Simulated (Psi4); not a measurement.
# One shape, several levels: triplet CH4Si

Wanted: a comparison of 5 runs (UHF/3-21G, UB3LYP/6-31G*, UHSE06/def2-TZVP, UTPSSh/def2-TZVP) of triplet CH4Si. 

Program for the calculation: Psi4 1.11.

1 further run of the same task is left out (set aside as unsound or not needed).

### 1 The structure to begin with

CH4Si: 6 atoms, total charge 0, spin state triplet. As SMILES of the parent species, `C[SiH]`. Geometry: relaxed at PBE0-D4/def2-TZVP. That shape belongs to the parent species and isn't relaxed for this state.

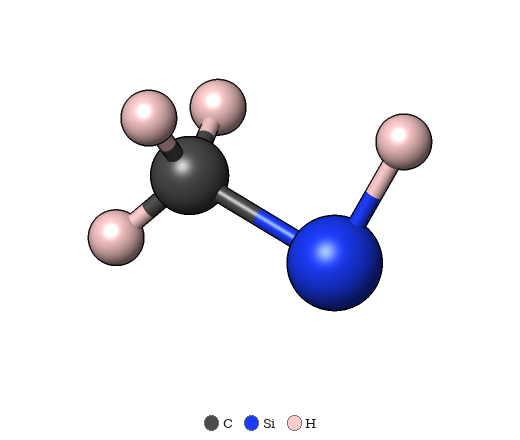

Viewed from a chosen angle; carbon dark grey, silicon blue, hydrogen pink.

### 2 Energy and forces at UHF/3-21G (run 1)

ch4si.xyz

```xyz
6
CH4Si
C     -0.093500    -0.366000    -0.370300
Si     0.917300     0.209800     1.122300
H     -1.156900    -0.410100    -0.102200
H      0.215000    -1.335600    -0.763000
H     -0.024000     0.382000    -1.170800
H      0.142200     1.520000     1.284000
```

run.py

```python
import psi4

psi4.set_memory(2200000000)
psi4.set_num_threads(1)
psi4.set_output_file('run.log', False)

with open('ch4si.xyz') as f:
    atoms = ''.join(f.readlines()[2:])
molecule = psi4.geometry('0 3\n' + atoms + 'symmetry c1')

psi4.set_options({
    'reference': 'uhf',
    'puream': True,
    'e_convergence': 1e-09,
    'd_convergence': 1e-08,
    'scf_type': 'pk',
    'maxiter': 100,
})

e = psi4.gradient("hf/3-21G")
print('gradient / Eh bohr^-1')
print(e.np.round(6))
```

Run with:

```
python run.py
```

run.log:

```text
[...]
  Running in c1 symmetry.
[...]
  Nuclear repulsion =   48.603693658180966
[...]
  Multiplicity = 3
[...]
  Nalpha       = 13
  Nbeta        = 11
[...]
    Number of basis functions: 30
[...]
   @UHF iter   1:  -327.26147987467471   -6.81280e-01   7.86432e-03 DIIS/ADIIS
[...]
   @UHF iter  15:  -327.30040966379812   -5.11591e-13   3.07082e-09 DIIS
[...]
   @S^2 Observed:                2.004545963E+00
[...]
  @UHF Final Energy:  -327.30040966379812
   => Energetics <=
    Nuclear Repulsion Energy =             48.6036936581809655
    One-Electron Energy =                -548.6057697261910562
    Two-Electron Energy =                 172.7016664042119203
    Total Energy =                       -327.3004096637981775
  UHF NO Occupations:
  HONO-2 :   11  A 1.9988863
  HONO-1 :   12  A 1.0000000
[...]
 Multipole Moments:
 ------------------------------------------------------------------------------------
     Multipole            Electronic (a.u.)      Nuclear  (a.u.)        Total (a.u.)
 ------------------------------------------------------------------------------------
 L = 1.  Multiply by 2.5417464519 to convert [e a0] to [Debye]
 Dipole X            :          2.9688546           -2.7843295            0.1845251
 Dipole Y            :         -0.2812741            0.0109674           -0.2703067
 Dipole Z            :          2.9166669           -2.9256978           -0.0090309
 Magnitude           :                                                    0.3274092
[...]
  -Total Gradient:
     Atom            X                  Y                   Z
    ------   -----------------  -----------------  -----------------
       1        0.008430885980     0.019337319055     0.023943030168
       2        0.019490407553    -0.026898277484     0.000193372265
       3       -0.009359023583     0.003076128469    -0.002069527498
       4        0.004478388375    -0.004549975415     0.001282011405
       5       -0.004728529927     0.006296351091    -0.006177101327
       6       -0.018312128397     0.002738454284    -0.017171785015
[...]
```

On the terminal:

```text
gradient / Eh bohr^-1
[[ 0.008431  0.019337  0.023943]
 [ 0.01949  -0.026898  0.000193]
 [-0.009359  0.003076 -0.00207 ]
 [ 0.004478 -0.00455   0.001282]
 [-0.004729  0.006296 -0.006177]
 [-0.018312  0.002738 -0.017172]]
```

Run time: 1.8 s. Hardware: 1 thread of AMD EPYC 7R43 (Zen 3), shared host; peak memory 0.17 GiB.

### 3 Energy and gradient at UB3LYP/6-31G(d) (spherical functions) (run 2)

job.in

```
memory 2200 mb

molecule {
  0 3
  C     -0.17668939    -0.69163976    -0.69976558
  Si     1.73344577     0.39646454     2.12083963
  H     -2.18622415    -0.77497668    -0.19313001
  H      0.40629112    -2.52391821    -1.44186103
  H     -0.04535343     0.72187538    -2.21249135
  H      0.26871905     2.87238371     2.42640834
  units bohr
  symmetry c1
  no_reorient
  no_com
}

set basis 6-31G*
set reference uks
set puream true
set e_convergence 1e-09
set d_convergence 1e-08
set scf_type pk
set dft_radial_points 99
set dft_spherical_points 590
set maxiter 100

E, wfn = gradient("b3lyp", return_wfn=True)
oeprop(wfn, "QUADRUPOLE", "WIBERG_LOWDIN_INDICES", "MULLIKEN_CHARGES")
```

Run with:

```
psi4 -n 1 job.in job.out
```

job.out:

```text
[...]
  Running in c1 symmetry.
[...]
  Nuclear repulsion =   48.603693730984361
[...]
  Multiplicity = 3
[...]
  Nalpha       = 13
  Nbeta        = 11
[...]
    Number of basis functions: 40
[...]
   @UKS iter   1:  -329.68108797908508   -2.69218e-01   1.54632e-02 ADIIS/DIIS
[...]
   @UKS iter  12:  -329.89132776916915   -9.09495e-13   6.28826e-09 DIIS
[...]
   @S^2 Observed:                2.001386175E+00
[...]
  @UKS Final Energy:  -329.89132776916915
   => Energetics <=
    Nuclear Repulsion Energy =             48.6036937309843609
    One-Electron Energy =                -550.9243564245682592
    Two-Electron Energy =                 194.8521126328623723
    DFT Exchange-Correlation Energy =     -22.4227777084476259
    Empirical Dispersion Energy =           0.0000000000000000
    VV10 Nonlocal Energy =                  0.0000000000000000
    Total Energy =                       -329.8913277691691519
[...]
  -Total Gradient:
     Atom            X                  Y                   Z
    ------   -----------------  -----------------  -----------------
       1       -0.000283531697     0.014877162179     0.011349750822
       2        0.020713590496    -0.020889323282     0.006004733382
       3       -0.001734735779     0.003113210940    -0.005035828070
       4        0.002488518391     0.002112627303     0.004140481340
       5       -0.005923674867     0.000196437281    -0.000897320439
       6       -0.015260581608     0.000589184694    -0.015562758501
[...]
 Multipole Moments:
 ------------------------------------------------------------------------------------
     Multipole            Electronic (a.u.)      Nuclear  (a.u.)        Total (a.u.)
 ------------------------------------------------------------------------------------
 L = 1.  Multiply by 2.5417464519 to convert [e a0] to [Debye]
 Dipole X            :        -21.6958643           21.6515370           -0.0443273
 Dipole Y            :         -1.9093646            1.6960292           -0.2133354
 Dipole Z            :        -24.2794158           24.0720873           -0.2073285
 Magnitude           :                                                    0.3007690
 L = 2.  Multiply by 1.3450342976 to convert [e a0^2] to [Debye ang]
 Quadrupole XX       :        -63.1518323           47.2739095          -15.8779227
 Quadrupole XY       :        -12.4120479           11.7626812           -0.6493667
[...]
```

It took 14 s on 1 thread of AMD EPYC 7R43 (Zen 3), shared host; peak memory 0.6 GiB.

Runs 3 to 4 aren't shown in full; the table further down has their settings and results.

### 4 The energy at UTPSSh/def2-TZVP (run 5)

calc.py

```python
import psi4

psi4.set_memory(2200000000)
psi4.set_num_threads(1)
psi4.core.set_output_file('output.dat', False)

molecule = psi4.geometry("""
0 3
C     -0.17668939    -0.69163976    -0.69976558
Si     1.73344577     0.39646454     2.12083963
H     -2.18622415    -0.77497668    -0.19313001
H      0.40629112    -2.52391821    -1.44186103
H     -0.04535343     0.72187538    -2.21249135
H      0.26871905     2.87238371     2.42640834
units bohr
symmetry c1
no_reorient
no_com
""")

psi4.set_options({
    'basis': 'def2-TZVP',
    'reference': 'uks',
    'puream': True,
    'e_convergence': 1e-09,
    'd_convergence': 1e-08,
    'scf_type': 'pk',
    'dft_radial_points': 99,
    'dft_spherical_points': 590,
    'maxiter': 100,
})

e, wfn = psi4.energy('TPSSH', molecule=molecule, return_wfn=True)
print(f'total energy {e:.8f} hartree = {e * 27.211386:.5f} eV')
```

Run with:

```
python calc.py
```

output.dat:

```text
[...]
  Running in c1 symmetry.
[...]
  Nuclear repulsion =   48.603693730984361
[...]
  Multiplicity = 3
[...]
  Nalpha       = 13
  Nbeta        = 11
[...]
    Number of basis functions: 92
[...]
   @UKS iter   1:  -329.61152280533872   -1.81949e-01   8.92250e-03 DIIS/ADIIS
[...]
   @UKS iter  13:  -329.94006438215928   -4.60432e-12   7.26416e-09 DIIS
[...]
   @S^2 Observed:                2.003123233E+00
[...]
    Orbital Energies [Eh]
    ---------------------
    Alpha Occupied:
       1A    -65.995815     2A    -10.111684     3A     -5.224740
       4A     -3.574513     5A     -3.573905     6A     -3.569326
       7A     -0.690074     8A     -0.479728     9A     -0.403675
      10A     -0.395353    11A     -0.311005    12A     -0.263784
      13A     -0.171584
    Alpha Virtual:
      14A     -0.005265    15A      0.045285    16A      0.077176
      17A      0.092337    18A      0.097534    19A      0.163808
      20A      0.173004    21A      0.184756    22A      0.192359
      23A      0.200242    24A      0.201115    25A      0.205728
[...]
  @UKS Final Energy:  -329.94006438215928
   => Energetics <=
    Nuclear Repulsion Energy =             48.6036937309843609
    One-Electron Energy =                -550.9722221129293303
    Two-Electron Energy =                 197.5531530332452803
    DFT Exchange-Correlation Energy =     -25.1246890334595854
    Empirical Dispersion Energy =           0.0000000000000000
    VV10 Nonlocal Energy =                  0.0000000000000000
    Total Energy =                       -329.9400643821592780
[...]
 Multipole Moments:
 ------------------------------------------------------------------------------------
     Multipole            Electronic (a.u.)      Nuclear  (a.u.)        Total (a.u.)
 ------------------------------------------------------------------------------------
 L = 1.  Multiply by 2.5417464519 to convert [e a0] to [Debye]
 Dipole X            :        -21.6974770           21.6515370           -0.0459399
 Dipole Y            :         -1.9161183            1.6960292           -0.2200891
 Dipole Z            :        -24.2858768           24.0720873           -0.2137895
 Magnitude           :                                                    0.3102509
[...]
```

The script printed:

```text
total energy -329.94006438 hartree = -8978.12645 eV
```

Wall time 68 s (1 thread of AMD EPYC 7R43 (Zen 3), shared host); peak memory 1.4 GiB.

### 5 Overview of the runs

```csv
run,level,integration grid,Cartesian functions,energy (Eh),dipole moment (D),HOMO energy (eV),LUMO energy (eV),wall time
1,UHF/3-21G,–,no,-327.300410,0.83,-7.81,0.29,1.8 s
2,UB3LYP/6-31G* (spherical functions),99 radial × 590 angular,no,-329.891328,0.76,-4.74,-3.96,14 s
3,UB3LYP/6-31G* (Cartesian functions),99 radial × 590 angular,yes,-329.893859,0.76,-4.74,-3.96,14 s
4,UHSE06/def2-TZVP,99 radial × 590 angular,no,-329.759836,0.79,-4.78,-3.96,47 s
5,UTPSSh/def2-TZVP,99 radial × 590 angular,no,-329.940064,0.79,-4.67,-4.21,68 s
```

### 6 Summary of results

| quantity | value |
| --- | --- |
| run 5: total energy | -329.94006 Eh |
| run 5: dipole moment | 0.79 D |
| run 5: HOMO energy (highest over α and β) | -4.67 eV |
| run 5: LUMO energy (lowest over α and β) | -4.21 eV |
| run 5: ⟨S²⟩ | 2.003 |

What this shows: The dipole moment (its size) runs from 0.76 D (UB3LYP/6-31G*) to 0.83 D (UHF/3-21G). The two ends differ in method and basis. Totals of different functionals can't be ranked against each other. All runs together took 2.4 min, the longest 68 s.
